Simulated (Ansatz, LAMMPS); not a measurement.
**Glassy 68SiO2-14MgO-11ZnO-7BaO (mol %) (75 atoms): a short ab initio trajectory**

Wanted: a short trajectory of glassy 68SiO2-14MgO-11ZnO-7BaO (mol %) (75 atoms) with its pair distributions.

Calculated with Ansatz 0.2.0; Kohn-Sham DFT, PBE, PAW (set soft_2), plane waves.

### Step 1. The structure

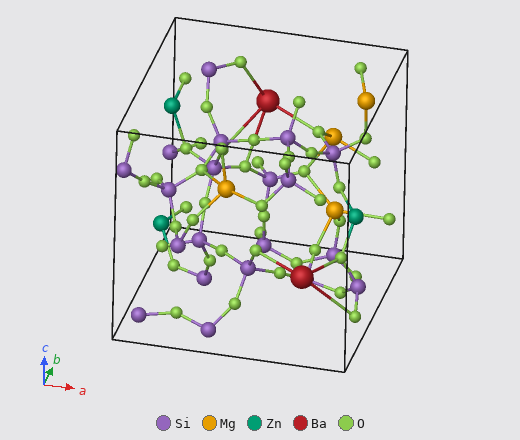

The cell as given, slightly off an axis (silicon purple, magnesium orange, zinc teal, barium red, oxygen green). Some periodic images of atoms are drawn too.

The cell holds 75 atoms: 19 Si, 4 Mg, 3 Zn, 2 Ba and 47 O. Its edges and angles: a = 10.307 Å, b = 10.307 Å, c = 10.307 Å, α = 90.0°, β = 90.0°, γ = 90.0°. 75 atoms (19 Si, 4 Mg, 3 Zn, 2 Ba, 47 O) placed at random at 2.81 g/cm³, melted at 4000 K for 10 ps at fixed volume with the Morse and Coulomb pair potential with partial charges (Pedone, Malavasi, Menziani, Cormack and Segre, J. Phys. Chem. B 110, 11780 (2006)). Quenched from 4000 K to 300 K at 25 K/ps and fixed volume, held 5 ps, then minimised at fixed cell.

Limits known from the start: The quench rate of 25 K/ps far exceeds what a furnace or splat quench reaches, so expect more defects and frozen-in strain than in a real sample. The starting topology of bonds comes from the classical model, and needn't be the one that DFT or experiment would give. The Brillouin zone is sampled at Γ only, in a cell whose shortest periodic width is 10 Å. The levels lack spin–orbit coupling, which is large for the heavy elements here.

### Step 2. Dynamics at 400 K

A Nosé–Hoover thermostat steers the temperature while disturbing the dynamics little. The time step is 1.0 fs.

input.yaml reads:

```yaml
crystal:
  lattice:
    - [10.307, 0.0, 0.0]
    - [0.0, 10.307, 0.0]
    - [0.0, 0.0, 10.307]
  atoms:
    - { symbol: Si, position: [0.45678, 0.85698, 0.37421] }
    - { symbol: Si, position: [0.0285, 0.84179, 0.44479] }
    - { symbol: Si, position: [0.26302, 0.65351, 0.50935] }
    - { symbol: Si, position: [0.70997, 0.48564, 0.13608] }
    [... 65 atom lines left out ...]
    - { symbol: O, position: [0.84861, 0.79366, 0.00359] }
    - { symbol: O, position: [0.66365, 0.47941, 0.98234] }
    - { symbol: O, position: [0.06361, 0.93554, 0.75373] }
    - { symbol: O, position: [0.59971, 0.8669, 0.42996] }
    - { symbol: O, position: [0.25105, 0.56066, 0.38882] }
    - { symbol: O, position: [0.04306, 0.12458, 0.91846] }
kpoints:
  mp_grid: { grid: [1, 1, 1] }
hamiltonian:
  xc: pbe
scf:
  occupations: { method: fermi_dirac, width: 0.05 }
output:
  forces: true
  stress: true
md:
  timestep: 1.0
  n_steps: 200
  ensemble: nvt_nose_hoover
  temperature: 400
  initial_velocities: maxwell_boltzmann
  seed: 4939
```

Run with:

```
$ ansatz run input.yaml --threads 4 --pin off --max-ram 8192MiB --backend cpu --events-out ev --progress --plain --runs-dir out
```

Wall time 15 min (4 threads of Arm Neoverse V2, shared host); peak memory 1.4 GiB; 56 min of CPU time.

The program notes that the SCF threshold is loose for the stress and it switched symmetry off.

The trajectory, sampled:

```csv
time (fs),T (K),potential (meV/atom),conserved (meV/atom)
0.0,400,0.0,0.00
13.0,367,4.1,0.00
27.0,336,8.4,0.00
40.0,349,7.1,0.01
53.0,382,3.7,0.02
67.0,341,9.9,0.04
80.0,372,7.0,0.02
93.0,389,6.1,0.02
107.0,411,4.8,0.02
120.0,446,1.8,0.02
133.0,419,6.6,0.02
147.0,451,3.7,0.02
160.0,418,8.9,0.05
173.0,461,4.1,0.05
187.0,436,7.7,0.04
200.0,469,3.5,-0.02
```

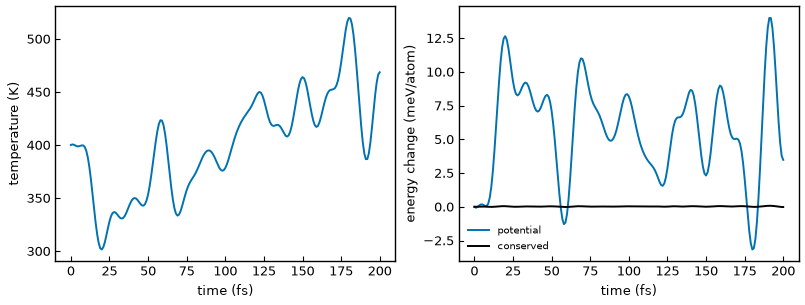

Temperature and energies against time.

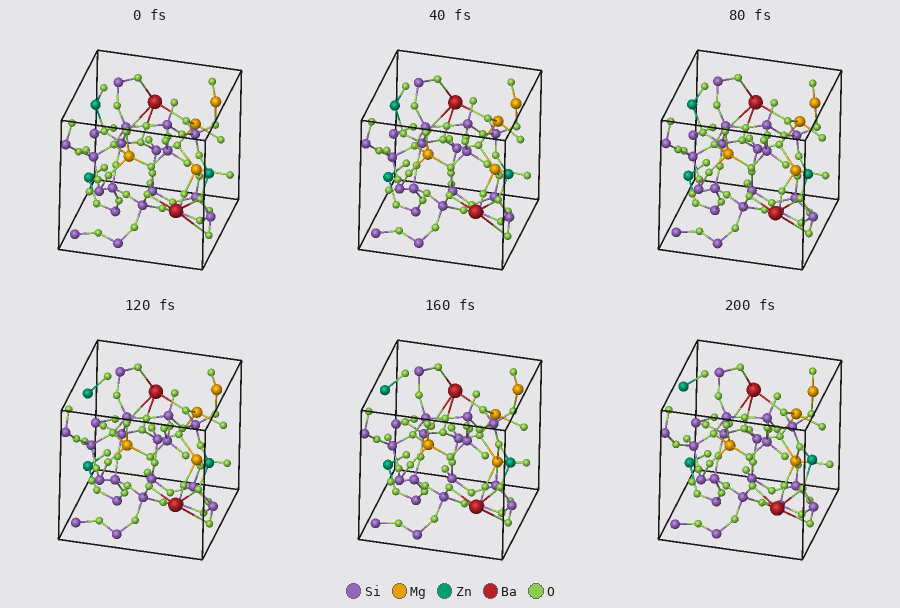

6 frames of the run.

Mean square displacement from the first frame to the last: Si 0.039 Å², Mg 0.037 Å², Zn 0.53 Å², Ba 0.35 Å², O 0.085 Å².

Table of mean square displacement by time lag:

```csv
time lag (fs),Ba (Å²),Mg (Å²),O (Å²),Si (Å²),Zn (Å²)
1.0,1.5e-5,3.6e-5,5.6e-5,3.5e-5,3.2e-5
13.0,0.00257,0.00559,0.00803,0.00491,0.00535
25.0,0.00943,0.0177,0.0216,0.0117,0.0191
38.0,0.0214,0.0321,0.0352,0.0153,0.0419
50.0,0.0363,0.0426,0.0443,0.0175,0.0688
62.0,0.0545,0.0501,0.0495,0.0202,0.100
75.0,0.0773,0.0560,0.0553,0.0238,0.140
87.0,0.101,0.0600,0.0614,0.0262,0.179
100.0,0.128,0.0624,0.0686,0.0274,0.226
```

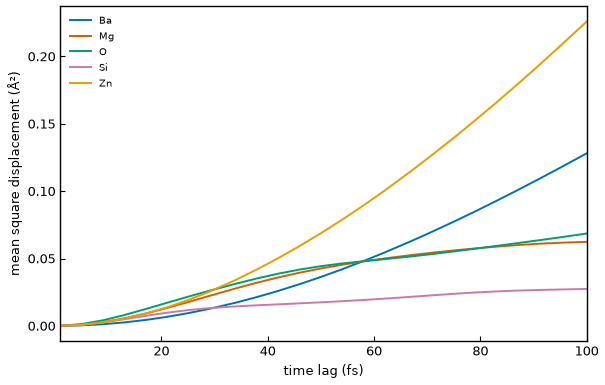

Mean square displacement against time lag.

Over the second half of 200 fs the temperature averages 437 K with swings of 31 K r.m.s. The conserved energy stays within 0.08 meV/atom. From first frame to last Zn has the largest mean square displacement, 0.53 Å² at the end; the farthest move is 1.15 Å. The run spans 0.20 ps, too short for its means to be equilibrium values.

### Step 3. Distances and neighbours late in the run

The g(r) is a mean over the second half; what follows it is taken at the last frame.

Density 2.81 g/cm³, 14.60 Å³ an atom.

Mean of 14 frames. Pair distribution functions g(r), in bins of 0.2 Å:

```csv
r (Å),total,O-O,O-Si,O-Mg,O-Zn,O-Ba,Si-Si
1.50,0.72,0.00,2.29,0.00,0.00,0.00,0.00
1.70,3.61,0.00,11.32,0.00,0.21,0.00,0.00
1.90,0.51,0.00,0.07,3.17,5.47,0.00,0.00
2.10,0.35,0.00,0.00,4.12,1.54,0.00,0.00
2.30,0.13,0.02,0.00,1.26,0.63,0.24,0.00
2.50,0.73,1.58,0.00,0.60,0.29,1.70,0.00
2.70,1.72,3.95,0.00,0.48,0.37,2.77,0.00
2.90,0.72,1.22,0.02,0.26,0.45,1.11,1.13
3.10,0.94,0.88,0.23,0.69,0.92,0.90,4.04
3.30,0.96,0.82,0.56,0.62,0.96,1.19,1.96
3.50,0.64,0.58,0.76,0.32,0.58,0.84,0.01
3.70,0.85,0.60,1.21,0.74,1.17,0.87,0.00
3.90,1.09,0.69,1.77,1.00,1.27,1.20,0.12
4.10,1.30,0.76,2.09,1.40,1.35,0.82,0.57
4.30,1.09,0.76,1.44,1.42,1.46,0.63,1.16
4.50,1.00,0.92,1.02,1.54,1.29,0.88,1.10
4.70,1.06,1.23,0.79,1.76,1.02,1.49,1.02
4.90,1.05,1.33,0.80,0.79,0.71,1.64,1.19
5.10,1.06,1.36,0.69,0.69,0.75,1.31,1.55
```

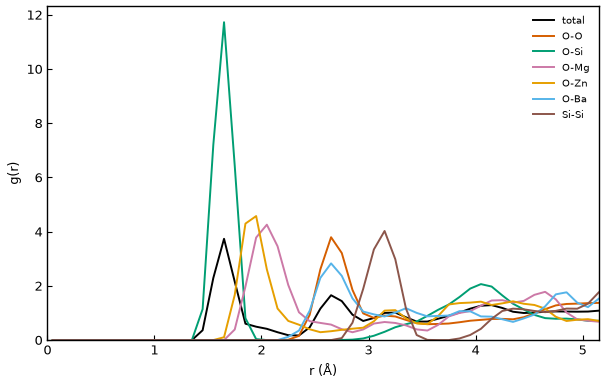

Pair distribution functions, lightly smoothed.

Bonds by pair of elements; cutoffs follow the first minimum of g(r), held within bounds set by covalent radii, and pairs that aren't listed don't count as bonded:

```csv
pair A-B,cutoff (Å),bonds,mean length (Å),spread (Å),shortest (Å),B about A,A about B
O-Si,2.16,76,1.64,0.038,1.55,1.62,4
O-Mg,2.75,19,2.18,0.224,1.84,0.404,4.75
O-Zn,2.5,10,2.00,0.186,1.82,0.213,3.33
O-Ba,3.29,13,2.81,0.241,2.50,0.277,6.5
```

The cutoff for O-Ba falls short of the minimum of g(r), so counts run low and odd coordinations can be artefacts.

How many atoms have how many bonded neighbours:

```csv
element,mean,2,3,4,5,8
Ba,6.5,0,0,0,1,1
Mg,4.75,0,0,1,3,0
O,2.51,24,22,1,0,0
Si,4,0,0,19,0,0
Zn,3.33,0,2,1,0,0
```

Bond angles (no mean is given where the spread exceeds 20°):

```csv
angle,count,mean (°),spread (°)
O-Si-O,114,109,6.8
O-Ba-O,38,-,-
O-Mg-O,36,-,-
Si-O-Si,29,146,14.4
Mg-O-Si,23,-,-
```

Oxygen atoms by the number of network formers (Si, P, Ge, B, Al, As, Ga) bound to them:

```csv
network formers bound to O,O atoms,per cent
0,0,0
1,18,38.3
2,29,61.7
```

Network units: each former by its oxygen neighbours and how many of them bridge to another former:

```csv
former,O neighbours,bridging O,atoms
Si,4,1,1
Si,4,2,2
Si,4,3,11
Si,4,4,5
```

Bond length by coordination (bonds to H left out):

```csv
element,coordination,atoms,mean bond length (Å)
Ba,5,1,2.73
Ba,8,1,2.86
Mg,4,1,2.06
Mg,5,3,2.21
O,2,24,1.67
O,3,22,2.03
O,4,1,2.15
Zn,3,2,1.93
Zn,4,1,2.12
```

Rings of the network by King's shortest-path rule, up to 12 atoms, one path for each pair of neighbours; H, halogens, alkali and alkaline-earth atoms are left out, and the last column divides by all other atoms, bonded or not:

```csv
ring size (atoms),rings,per network atom
8,1,0.014
10,6,0.087
12,5,0.072
```

First main peaks of g(r), for some of the pairs, lie near 2.7 Å (O-O), 1.6 Å (O-Si), 2.1 Å (O-Mg), 1.9 Å (O-Zn), 2.7 Å (O-Ba) and 3.1 Å (Si-Si). The O-Si-O angle averages 109° with a spread of 7°. Counting bonds to Si alone, not to Zn, 62 % of the oxygens join two of these atoms and 38 % one. The commonest Si unit has 4 oxygens, 3 of them shared with other formers (11 of 19 atoms). Rings of 10 atoms are the most common (50 % of those counted); sizes run from 8 to 12, where the search stops.

### Step 4. Single point at the last frame

The last frame is solved again with fuller output, to read the electronic structure of a thermally displaced geometry.

input.yaml reads:

```yaml
crystal:
  lattice:
    - [10.307, 0.0, 0.0]
    - [0.0, 10.307, 0.0]
    - [0.0, 0.0, 10.307]
  atoms:
    - { symbol: Si, position: [0.46274, 0.85258, 0.38862] }
    - { symbol: Si, position: [0.04306, 0.82189, 0.46434] }
    - { symbol: Si, position: [0.28213, 0.65008, 0.50927] }
    - { symbol: Si, position: [0.72282, 0.48002, 0.12049] }
    [... 65 atom lines left out ...]
    - { symbol: O, position: [0.85188, 0.79158, 0.00784] }
    - { symbol: O, position: [0.6861, 0.47597, 0.95857] }
    - { symbol: O, position: [0.0701, 0.93401, 0.78644] }
    - { symbol: O, position: [0.61598, 0.87318, 0.42075] }
    - { symbol: O, position: [0.2664, 0.56191, 0.38389] }
    - { symbol: O, position: [0.01312, 0.15917, 0.91992] }
kpoints:
  mp_grid: { grid: [1, 1, 1] }
hamiltonian:
  xc: pbe
scf:
  occupations: { method: fermi_dirac, width: 0.05 }
output:
  forces: true
  stress: true
  populations: intrinsic
  dos:
    method: { smearing: { sigma: 0.08 } }
    de: 0.1
    projected: { site_lists: { Ba: [Ba], Mg: [Mg], O: [O], Si: [Si], Zn: [Zn] } }
  eigenvalues: true
  write_density: true
  write_potential: true
  volumetric_format: npy
  elf: true
```

It took 13 s on 4 threads; peak memory 1.3 GiB.

Numbers from this run:

| Item | Value |
| --- | --- |
| free energy | -68376.3385 eV |
| free energy per atom | -911.6845 eV/atom |
| SCF cycles | 10 |
| pressure | -0.76 GPa |
| r.m.s. force component | 0.7663 eV/Å |
| longest force | 3.4 eV/Å |
| Fermi energy | 5.083 eV |
| gap (highest filled to lowest empty level) | 3.169 eV |

Length of the force by element:

```csv
element,coordination,atoms,mean length of the force (eV/Å),spread,least,most
Ba,all,2,0.667,0.0522,0.615,0.720
Mg,all,4,0.660,0.289,0.466,1.16
O,all,47,1.05,0.444,0.392,2.21
Si,all,19,1.69,0.688,0.497,3.40
Zn,all,3,1.11,0.531,0.629,1.85
```

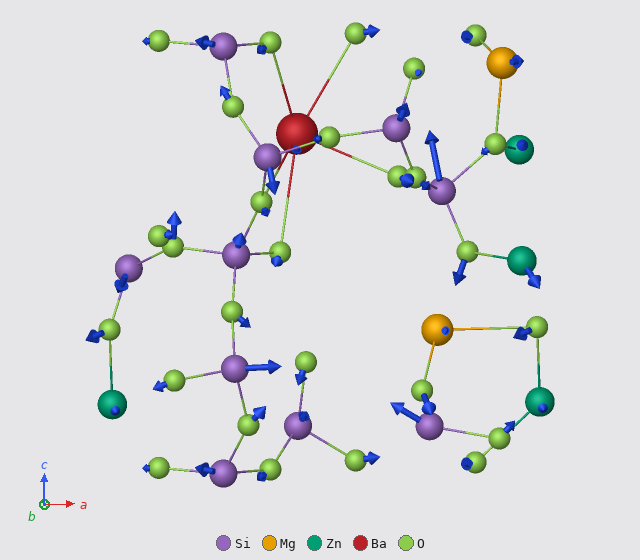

Forces as arrows; the longest in the cell is 3.40 eV/Å. Drawn is a slice 5 Å thick, seen along the normal of the ac plane. Bonds to atoms that aren't drawn are left out.

Intrinsic-atomic-orbital charges by element:

```csv
element,coordination,atoms,mean charge (e),spread,least,most
Ba,all,2,1.86,0.0099,1.85,1.87
Mg,all,4,1.63,0.0169,1.61,1.65
O,all,47,-0.993,0.113,-1.19,-0.875
Si,all,19,1.69,0.0525,1.58,1.79
Zn,all,3,1.46,0.0162,1.44,1.48
```

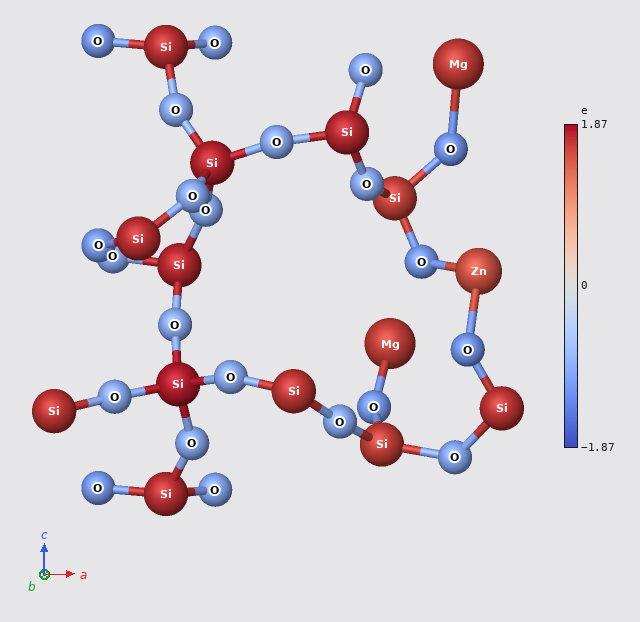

Atoms coloured by intrinsic-atomic-orbital charge. Drawn is a slice 5 Å thick, seen along the normal of the ac plane.

Density of states as counts of states in windows of 1 eV (from the Fermi level), total and the larger projections:

```csv
from (eV),to (eV),total,O p,Si p,Zn d
-18,-17,2.2,0.1,0.3,0.0
-17,-13,0.0,0.0,0.0,0.0
-13,-12,12.4,1.0,0.1,0.0
-12,-11,6.8,4.4,0.3,0.0
-11,-10,7.6,5.1,0.5,0.0
-10,-9,13.6,9.5,1.4,0.1
-9,-8,16.7,12.2,2.7,0.5
-8,-7,27.0,15.9,3.3,6.5
-7,-6,43.2,22.0,2.7,15.7
-6,-5,46.4,36.6,2.8,3.6
-5,-4,51.4,45.7,1.7,1.3
-4,-3,50.9,47.0,1.1,0.9
-3,-2,43.7,40.6,0.8,1.1
-2,-1,4.3,4.1,0.1,0.0
-1,1,0.0,0.0,0.0,0.0
1,2,2.0,0.1,0.0,0.0
2,3,1.5,0.1,0.1,0.0
3,4,13.0,1.5,1.6,0.0
4,5,19.3,1.5,3.8,0.0
```

The curve was stored every 0.10 eV, coarse against its broadening of 0.08 eV, so these counts are rough.

Between -26 and -18 eV lie 92 more states.

The stored curve holds about 418 of the 454 electrons; the rest, give or take the few that broadening carries across the Fermi level, lie in deeper levels below its range.

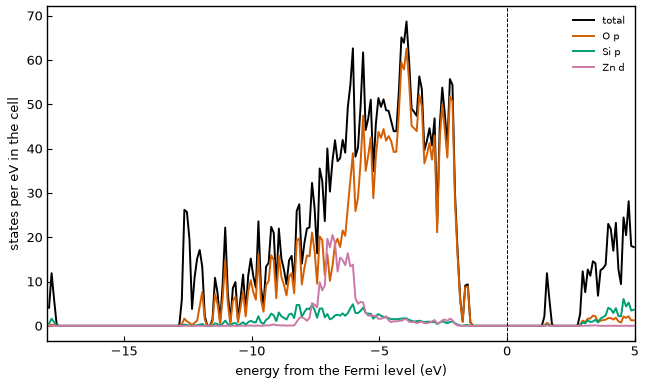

Total and projected density of states, with the broadening of the input.

The levels nearest the highest filled one (over half full), pooled over k-points and spins:

```csv
level less the highest filled one (eV),occupation
-0.580,2
-0.550,2
-0.503,2
-0.443,2
-0.328,2
0,2
3.17,0
4.56,0
4.76,0
4.92,0
5.06,0
5.27,0
```

Mean intrinsic-atomic-orbital charges: Ba +1.86, Mg +1.63, O -0.99, Si +1.69, Zn +1.46 e.

### Step 5. Results

```
mean temperature, second half                                : 437 K
temperature swing, second half                               : 30.94 K
mean pressure, second half                                   : -1.28 GPa
slope of the conserved energy against time, by least squares : 0.0899 meV/atom/ps
free energy per atom                                         : -911.6845 eV/atom
pressure                                                     : -0.76 GPa
r.m.s. force component                                       : 0.7663 eV/Å
gap (highest filled to lowest empty level)             : 3.169 eV
wall time of the 2 DFT runs                                  : 15 min
```

In words: Over the second half of 200 fs the temperature averages 437 K with swings of 31 K r.m.s. The conserved energy stays within 0.08 meV/atom. The run spans 0.20 ps, too short for its means to be equilibrium values. Counting bonds to Si alone, not to Zn, 62 % of the oxygens join two of these atoms and 38 % one. Between filled and empty levels lie 3.17 eV (at Γ alone); a semilocal functional tends to put such gaps too low. In a disordered cell it changes from sample to sample, and tail or defect levels can set it.

What to keep in mind: The pressure of a single frame lacks the kinetic term, about 0.41 GPa here.

[Logs are printed without paths, hosts, clocks, repeated set-up lines and the standing remarks that a program may print on its own settings, such as how far it seeks lower states.]

[Hosts, paths, dates, database ids (printed as entryN), source tags and the programs' standing remarks are cut or masked in the printed files.]
